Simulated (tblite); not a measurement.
# Energy and gradient calculation, with input and output: BBrF2

The run: energy and gradient calculation of BBrF2, multiplicity 3. Method and program: GFN2-xTB, R-SCC (tblite 0.8.0).

The geometry is that of the parent species in another charge or spin state. The geometry comes from this level: GFN2-xTB.

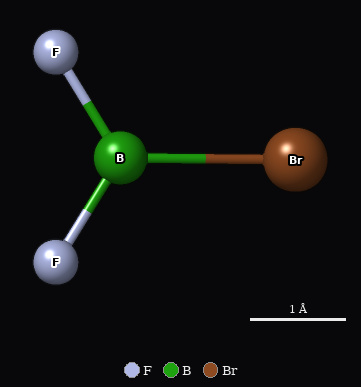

**Figure 1.** The structure (ball-and-stick view, seen on its broad side).

Input (xtb_job.py):
```python
"""GFN2-xTB energy and gradient with ASE"""
import json
import numpy as np
from ase.io import read
from tblite.ase import TBLite
from ase.units import Debye

mol = read("molecule.xyz")
start = mol.get_positions()

mol.calc = TBLite(method="GFN2-xTB", multiplicity=3, accuracy=0.1, verbosity=0)
print(f"Energy: {mol.get_potential_energy():.6f} eV")
print(f"Dipole: {np.linalg.norm(mol.get_dipole_moment()) / Debye:.4f} D")
print("Charges:", np.round(mol.get_charges(), 4))
print("Forces (eV/angstrom):")
for a, F in zip(mol, mol.get_forces()):
    print(f"{a.symbol:<2} {F[0]:11.6f} {F[1]:11.6f} {F[2]:11.6f}")
json.dump(dict(energy=mol.get_potential_energy(), forces=mol.get_forces().tolist(), dipole=mol.get_dipole_moment().tolist(), charges=mol.get_charges().tolist(),
               symbols=mol.get_chemical_symbols(), start=start.tolist(), final=mol.positions.tolist()), open("results.json", "w"))
```

File molecule.xyz:
```
4

F     -0.218540    -1.352020    -0.108660
B     -0.107960    -0.053410    -0.016000
F     -1.202630     0.648570    -0.142590
Br     1.529140     0.756860     0.267250
```

Hardware: 1 thread of Intel Xeon @ 2.70GHz, 189 GiB of memory available, shared host.

Run as:
```bash
python xtb_job.py
```

The program's output:
```
Energy: -398.970280 eV
Dipole: 0.9918 D
Charges: [-0.2434  0.3845 -0.2434  0.1023]
Forces (eV/angstrom):
F     0.087098   -3.896666   -0.238527
B     0.759957    0.375767    0.224934
F    -3.031482    2.440223   -0.346221
Br    2.184427    1.080676    0.359813
```

Results in brief:

- outcome: converged
- total energy: −14.661887 hartree
- largest force: 3.907 eV/Å
- dipole moment: 0.99 D
- wall time: 0.79 s
- peak memory: 0.087 GiB

Remarks:

The record of the run, not the program, notes: no spin polarisation.
